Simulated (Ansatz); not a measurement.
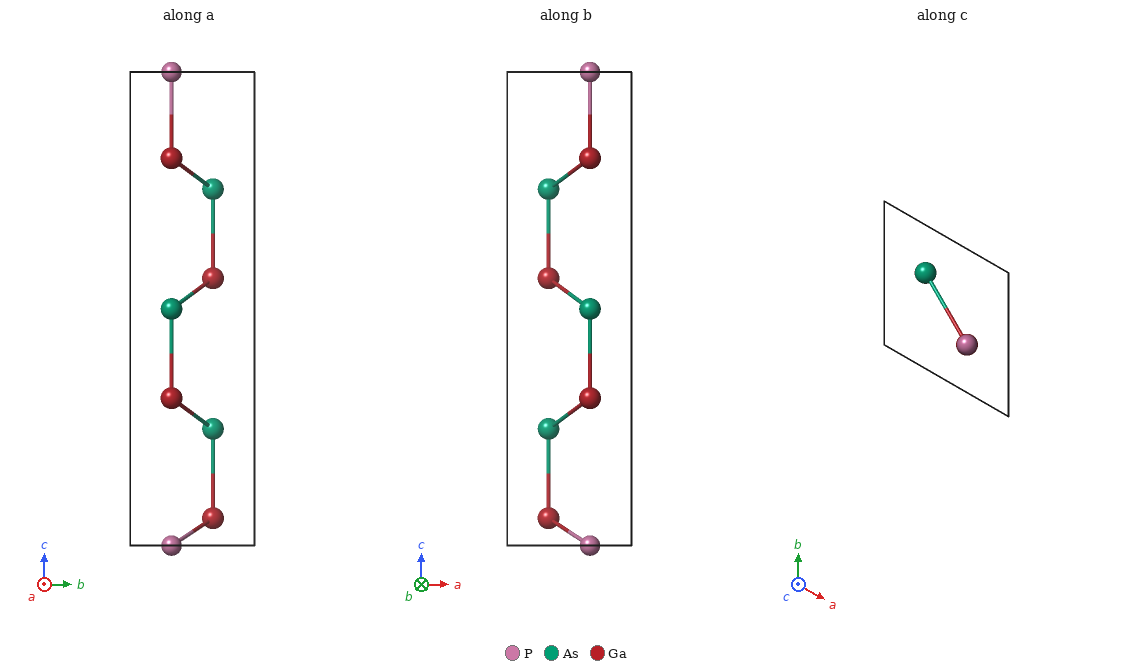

The image is a ball-and-stick drawing of a crystal, viewed along the a axis, along the b axis and along the c axis. One conventional unit cell is framed, with atoms on its boundary repeated.

Lattice parameters: a = 3.9568 Å, b = 3.9568 Å, c = 13.0423 Å, α = 90.000°, β = 90.000°, γ = 120.000°.

**Put the structure into a CIF with its space group and independent sites, with free fractional coordinates to two decimals.**

```cif
data_structure
_symmetry_space_group_name_H-M 'P 3 m 1'
_symmetry_Int_Tables_number 156
_cell_length_a 3.9568
_cell_length_b 3.9568
_cell_length_c 13.0423
_cell_angle_alpha 90.000
_cell_angle_beta 90.000
_cell_angle_gamma 120.000
_cell_volume 176.83
loop_
_atom_site_label
_atom_site_type_symbol
_atom_site_symmetry_multiplicity
_atom_site_Wyckoff_symbol
_atom_site_fract_x
_atom_site_fract_y
_atom_site_fract_z
_atom_site_occupancy
P1 P 1 c 0.6667 0.3333 0.00 1
As1 As 1 c 0.6667 0.3333 0.50 1
As2 As 1 b 0.3333 0.6667 0.75 1
As3 As 1 b 0.3333 0.6667 0.25 1
Ga1 Ga 1 c 0.6667 0.3333 0.82 1
Ga2 Ga 1 c 0.6667 0.3333 0.31 1
Ga3 Ga 1 b 0.3333 0.6667 0.56 1
Ga4 Ga 1 b 0.3333 0.6667 0.06 1
```

The cell started as a structure type filled with these elements by a generator (whether the compound takes this form wasn't checked). Earlier steps of the study, as a rule a relaxation of our own, may have changed the cell and positions, so they can lie some per cent off the listed ones. It was the input of a calculation with Ansatz.
